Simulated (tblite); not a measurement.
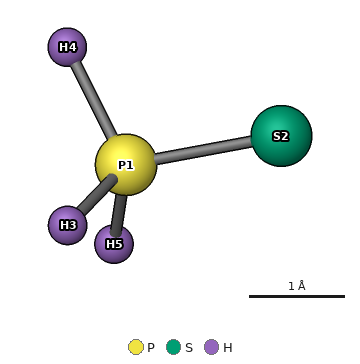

The structure as given in the input (ball-and-stick view, seen at a tilt; atoms are numbered from 1 in the order of the input).

## Geometry relaxation, with input and output: PH₃S

System: PH₃S, SMILES [PH3]=S.
Method: GFN2-xTB geometry optimisation, gas phase (tblite 0.8.0).

### What the program printed
```
step      E/eV     max force
  0    -197.14860   14.600
  1    -197.76304    5.703
  2    -198.14166    4.116
  3    -198.14448    6.509
  4    -198.41998    1.356
  5    -198.47199    0.662
  6    -198.56698    1.306
  7    -198.59576    0.929
  8    -198.61749    0.148
  9    -198.61864    0.163
 10    -198.61945    0.078
 11    -198.61961    0.040
 12    -198.61970    0.038
 13    -198.61983    0.064
 14    -198.61999    0.065
 15    -198.62007    0.032
 16    -198.62009    0.006
```

### Trajectory as extended XYZ (Å, eV, eV/Å), 17 frames, from step=0 to step=16
```
5
Properties=species:S:1:pos:R:3:forces:R:3 step=0 energy=-197.14860
P    -0.0574   -0.0021   -0.0024  -12.1010   0.1920   1.5070
S     1.6447   -0.0033   -0.1834   14.5010  -0.1020  -1.6950
H    -0.3749   -0.6736    1.1951   -0.9110   0.3140  -0.2930
H    -0.4960    1.3416    0.0286   -0.8520  -0.5680   0.1610
H    -0.7079   -0.6597   -1.0550   -0.6370   0.1640   0.3200
5
Properties=species:S:1:pos:R:3:forces:R:3 step=1 energy=-197.76304
P    -0.2231    0.0005    0.0182    5.6890   0.1840  -0.3590
S     1.8434   -0.0047   -0.2066   -2.8620  -0.0310   0.2450
H    -0.3873   -0.6693    1.1911   -0.9340   0.0100   0.2280
H    -0.5076    1.3338    0.0308   -0.9350   0.0420   0.1590
H    -0.7166   -0.6574   -1.0506   -0.9580  -0.2040  -0.2730
5
Properties=species:S:1:pos:R:3:forces:R:3 step=2 energy=-198.14166
P    -0.1653    0.0026    0.0149    4.0920  -0.0050  -0.4410
S     1.8176   -0.0051   -0.2046   -1.6720  -0.0290   0.1200
H    -0.3980   -0.6691    1.1935   -0.8620   0.1420   0.0080
H    -0.5183    1.3340    0.0326   -0.8470  -0.1700   0.1600
H    -0.7274   -0.6596   -1.0535   -0.7100   0.0620   0.1530
5
Properties=species:S:1:pos:R:3:forces:R:3 step=3 energy=-198.14448
P    -0.0122    0.0016   -0.0028   -5.8830  -0.0180   0.6170
S     1.7683   -0.0064   -0.2020    6.4590  -0.0720  -0.8010
H    -0.4354   -0.6620    1.1923   -0.3340   0.4440  -0.5770
H    -0.5549    1.3251    0.0396   -0.2700  -0.7560   0.1030
H    -0.7571   -0.6554   -1.0444    0.0280   0.4020   0.6570
5
Properties=species:S:1:pos:R:3:forces:R:3 step=4 energy=-198.41998
P    -0.0893    0.0025    0.0067    1.3380  -0.0580  -0.2120
S     1.8160   -0.0064   -0.2068    0.1880  -0.0350  -0.0840
H    -0.4253   -0.6622    1.1902   -0.6070   0.2790  -0.2580
H    -0.5447    1.3244    0.0379   -0.5720  -0.4260   0.1330
H    -0.7481   -0.6554   -1.0451   -0.3470   0.2410   0.4210
5
Properties=species:S:1:pos:R:3:forces:R:3 step=5 energy=-198.47199
P    -0.0664    0.0020    0.0037    0.5860  -0.0530  -0.1240
S     1.8254   -0.0072   -0.2092    0.5890  -0.0360  -0.1270
H    -0.4378   -0.6573    1.1861   -0.4930   0.2970  -0.3100
H    -0.5566    1.3170    0.0405   -0.4540  -0.4670   0.1180
H    -0.7561   -0.6516   -1.0383   -0.2280   0.2590   0.4430
5
Properties=species:S:1:pos:R:3:forces:R:3 step=6 energy=-198.56698
P     0.0032    0.0000   -0.0057   -1.2990  -0.0110   0.1330
S     1.8737   -0.0103   -0.2198    1.1960  -0.0330  -0.1820
H    -0.4845   -0.6355    1.1657   -0.0550   0.2960  -0.4050
H    -0.6004    1.2831    0.0509   -0.0120  -0.5070   0.0520
H    -0.7834   -0.6345   -1.0082    0.1700   0.2550   0.4030
5
Properties=species:S:1:pos:R:3:forces:R:3 step=7 energy=-198.59576
P     0.0118   -0.0005   -0.0070   -0.9230  -0.0020   0.1030
S     1.8944   -0.0115   -0.2241    0.6690  -0.0270  -0.1160
H    -0.4973   -0.6261    1.1554    0.0140   0.2330  -0.3230
H    -0.6119    1.2680    0.0542    0.0480  -0.3980   0.0360
H    -0.7884   -0.6270   -0.9957    0.1920   0.1930   0.2990
5
Properties=species:S:1:pos:R:3:forces:R:3 step=8 energy=-198.61749
P     0.0138   -0.0009   -0.0073   -0.0060   0.0060   0.0110
S     1.9187   -0.0133   -0.2298   -0.1470  -0.0170  -0.0110
H    -0.5105   -0.6118    1.1387    0.0190   0.0900  -0.0990
H    -0.6232    1.2446    0.0585    0.0290  -0.1330   0.0250
H    -0.7901   -0.6158   -0.9772    0.1050   0.0530   0.0740
5
Properties=species:S:1:pos:R:3:forces:R:3 step=9 energy=-198.61864
P     0.0141   -0.0009   -0.0072    0.0680   0.0050   0.0020
S     1.9194   -0.0138   -0.2307   -0.1620  -0.0150  -0.0070
H    -0.5119   -0.6089    1.1354    0.0080   0.0560  -0.0440
H    -0.6242    1.2401    0.0594    0.0120  -0.0680   0.0240
H    -0.7889   -0.6137   -0.9741    0.0740   0.0220   0.0250
5
Properties=species:S:1:pos:R:3:forces:R:3 step=10 energy=-198.61945
P     0.0145   -0.0007   -0.0070    0.0600   0.0030  -0.0010
S     1.9172   -0.0144   -0.2315   -0.0750  -0.0140  -0.0140
H    -0.5124   -0.6058    1.1323   -0.0100   0.0180   0.0150
H    -0.6244    1.2357    0.0605   -0.0120   0.0010   0.0220
H    -0.7862   -0.6120   -0.9716    0.0370  -0.0090  -0.0220
5
Properties=species:S:1:pos:R:3:forces:R:3 step=11 energy=-198.61961
P     0.0145   -0.0007   -0.0068    0.0140   0.0020   0.0030
S     1.9153   -0.0148   -0.2318   -0.0100  -0.0130  -0.0200
H    -0.5122   -0.6051    1.1322   -0.0140   0.0120   0.0220
H    -0.6242    1.2353    0.0610   -0.0170   0.0110   0.0210
H    -0.7848   -0.6119   -0.9718    0.0280  -0.0120  -0.0260
5
Properties=species:S:1:pos:R:3:forces:R:3 step=12 energy=-198.61970
P     0.0145   -0.0006   -0.0067   -0.0200   0.0020   0.0060
S     1.9141   -0.0152   -0.2323    0.0290  -0.0120  -0.0220
H    -0.5122   -0.6046    1.1327   -0.0150   0.0100   0.0200
H    -0.6243    1.2355    0.0616   -0.0170   0.0100   0.0190
H    -0.7834   -0.6123   -0.9725    0.0230  -0.0100  -0.0220
5
Properties=species:S:1:pos:R:3:forces:R:3 step=13 energy=-198.61983
P     0.0144   -0.0004   -0.0064   -0.0480   0.0020   0.0090
S     1.9129   -0.0160   -0.2336    0.0590  -0.0100  -0.0220
H    -0.5127   -0.6036    1.1337   -0.0130   0.0080   0.0130
H    -0.6249    1.2357    0.0629   -0.0150   0.0050   0.0130
H    -0.7811   -0.6128   -0.9739    0.0170  -0.0060  -0.0130
5
Properties=species:S:1:pos:R:3:forces:R:3 step=14 energy=-198.61999
P     0.0143   -0.0001   -0.0058   -0.0540   0.0020   0.0090
S     1.9124   -0.0175   -0.2358    0.0630  -0.0050  -0.0150
H    -0.5140   -0.6018    1.1351   -0.0080   0.0030   0.0030
H    -0.6264    1.2357    0.0651   -0.0090   0.0010   0.0040
H    -0.7776   -0.6135   -0.9758    0.0070  -0.0010  -0.0020
5
Properties=species:S:1:pos:R:3:forces:R:3 step=15 energy=-198.62007
P     0.0142    0.0001   -0.0054   -0.0280   0.0020   0.0060
S     1.9130   -0.0185   -0.2375    0.0310  -0.0020  -0.0060
H    -0.5153   -0.6004    1.1358   -0.0030  -0.0020  -0.0020
H    -0.6278    1.2354    0.0666   -0.0030   0.0000  -0.0020
H    -0.7755   -0.6138   -0.9768    0.0020   0.0020   0.0040
5
Properties=species:S:1:pos:R:3:forces:R:3 step=16 energy=-198.62009
P     0.0142    0.0002   -0.0053   -0.0050   0.0020   0.0030
S     1.9137   -0.0187   -0.2378    0.0060  -0.0010  -0.0020
H    -0.5157   -0.6001    1.1358   -0.0010  -0.0030  -0.0020
H    -0.6282    1.2352    0.0669   -0.0010   0.0010  -0.0030
H    -0.7753   -0.6137   -0.9767    0.0010   0.0010   0.0030
```

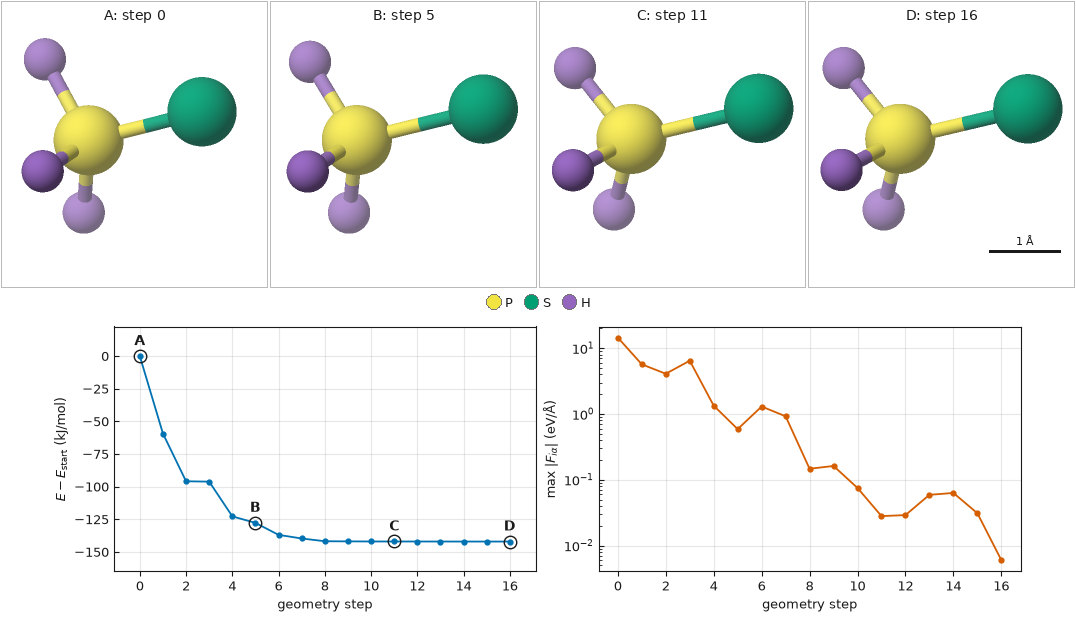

Frames of the relaxation (ball-and-stick view, seen at a tilt) above the curves, on which the letters mark them (steps are counted from 0).

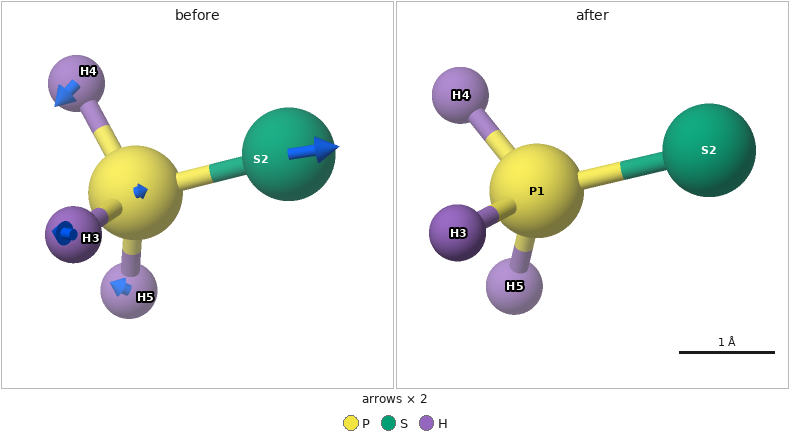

Before (left) and after (right) the relaxation, at one scale (ball-and-stick view, seen at a tilt). The blue arrows give the displacements, magnified 2 times. The largest move after the best rigid fit is that of S2, 0.28 Å. By element the largest moves are S 0.28 Å, H 0.17 Å, P 0.07 Å. Among the contacts that change: P1–S2 1.712 → 1.914 Å, P1–H3 1.409 → 1.394 Å, P1–H5 1.401 → 1.394 Å. Among the angles that change: H3–P1–H4 111.4° → 99.4°, S2–P1–H3 108.3° → 118.2°, H4–P1–H5 108.6° → 99.5°. The energy falls by 142.0 kJ/mol in 16 geometry steps. Largest force component: 15 eV/Å at the start, 0.006 eV/Å at the end. (Atoms are counted from 1 in the order of the input.)

This output came from the following input.

### Input file
```
{"job": {"kind": "relax", "xc": "GFN2-xTB", "basis": "xTB"}, "charge": 0, "multiplicity": 1}
P     -0.057400    -0.002100    -0.002400
S      1.644700    -0.003300    -0.183400
H     -0.374900    -0.673600     1.195100
H     -0.496000     1.341600     0.028600
H     -0.707900    -0.659700    -1.055000
```

The first line tells a small driver script what to run in tblite; the rest is the geometry in Å.

Launched with:
```bash
OMP_NUM_THREADS=1 python <driver script> task.json out
```

### Results in brief

```json
{"quantity": "outcome", "value": "converged"}
{"quantity": "total energy", "value": "−198.6201 eV"}
{"quantity": "hardware", "value": "1 CPU thread, shared host"}
{"quantity": "peak memory", "value": "0.18 GiB"}
```
